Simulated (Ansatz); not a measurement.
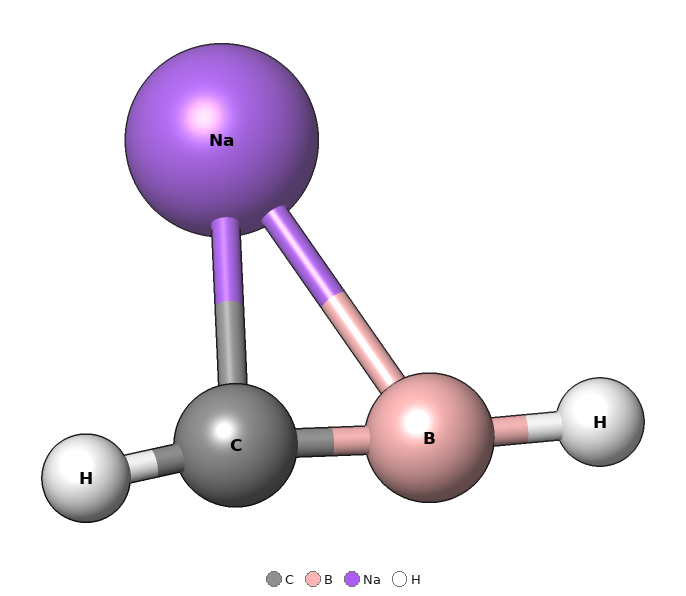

Computed geometry: PBE0-D4/def2-TZVP optimisation. No frequency run is at hand to confirm it as a minimum.

Count the atoms of each element.

CH₂BNa, 5 atoms: 1 carbon, 2 hydrogen, 1 boron and 1 sodium.

How many atoms are distinct by symmetry?

5: 1 C, 1 B, 1 Na, 1 H, 1 H.

How many bonds of each kind are drawn?

1 C–B, 1 B–Na, 1 C–H, 1 C–Na, 1 B–H. Sticks follow a distance rule.

More results for the same structure follow; atom numbers are the same in all pictures, views and colours differ.

**Geometry**

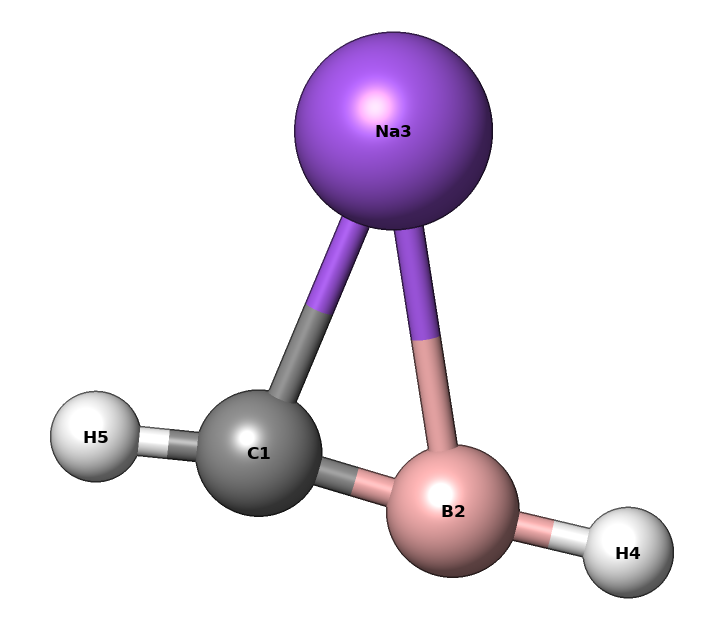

Numbered structure. No frequency run is at hand to confirm it as a minimum.

Describe the coordination of atom 1.

C1 has 3 neighbours (B2 at 1.33, Na3 at 2.33, H5 at 1.07 Å); the arrangement is T-shaped.

Describe the coordination of atom 2.

B2 has 3 neighbours (C1 at 1.33, Na3 at 2.57, H4 at 1.18 Å); the arrangement is T-shaped.

**Dipole moment**

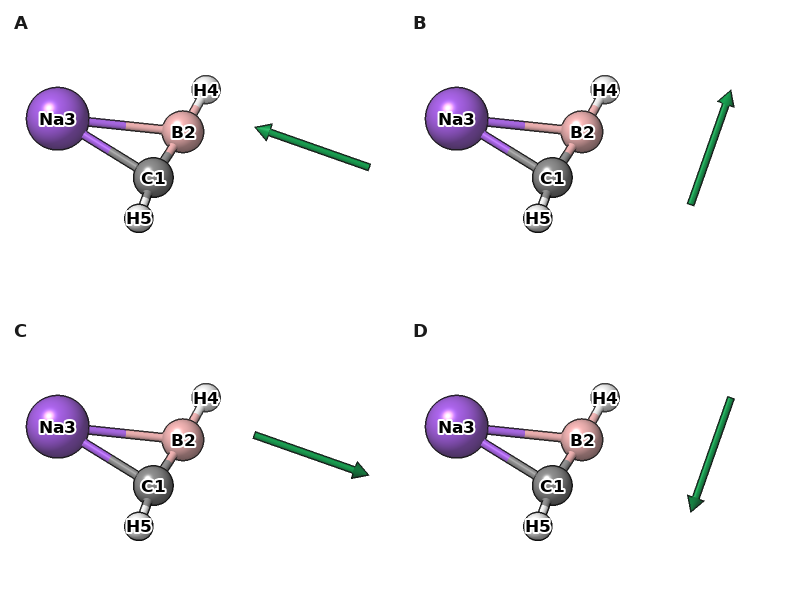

The same molecule four times, each with an arrow. No frequency run is at hand to confirm it as a minimum. Level of theory: RKS PBE0-D4/def2-TZVP (Ansatz 0.2.0).

Which arrow points along the dipole moment, from the negative to the positive end?

A. The dipole moment is 7.57 D; it points from the side of B2, H4 to the side of Na3 (the outermost atoms at the two ends).

**Electronic properties**

No frequency run is at hand to confirm it as a minimum. Level of theory: RKS PBE0-D4/def2-TZVPP (Ansatz 0.2.0).

Give the HOMO–LUMO gap at this level.

3.62 eV.

Give the HOMO energy (Kohn–Sham orbital) at this level.

−5.15 eV.

**Charges**

The questions are on Mulliken charges. No frequency run is at hand to confirm it as a minimum. Method: RKS PBE0-D4/def2-TZVP (Ansatz 0.2.0).

Which atom carries the highest charge (most positive or least negative)?

Na3 (0.63 e).

And the lowest?

B2 (−0.46 e).

List the Mulliken charges.

```tsv
atom	value (e)
C1	−0.32
B2	−0.46
Na3	0.63
H4	0.01
H5	0.15
```

Mulliken values depend strongly on the basis set and can even reverse the polarity of a bond.
